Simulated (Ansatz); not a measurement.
The starting structures come from a database of crystals and need not be the phases stable at ambient conditions.

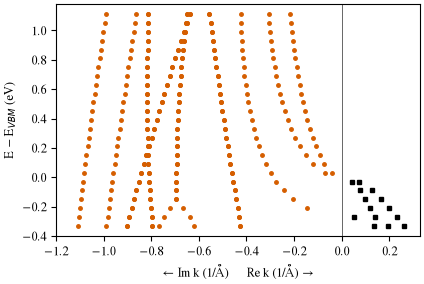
Complex bands at the centre of the two-dimensional zone; r2SCAN (Ansatz, an electronic-structure program)

The gap is the functional's own, uncorrected, and κ follows it; spin-orbit coupling is left out. Mid-gap values are interpolated between the computed energies.

Problem. This is CaZrN2 (R-3m, not sure to be the ambient phase, 4 atoms a cell, 13.3 Å³ an atom) along the normal of (101). Read off the slowest decay at the centre of the two-dimensional zone at 0.39 eV, the computed energy nearest the middle of the gap.

Solution. κ ≈ 0.14 1/Å, a decay length 1/(2κ) of the density of 3.5 Å.
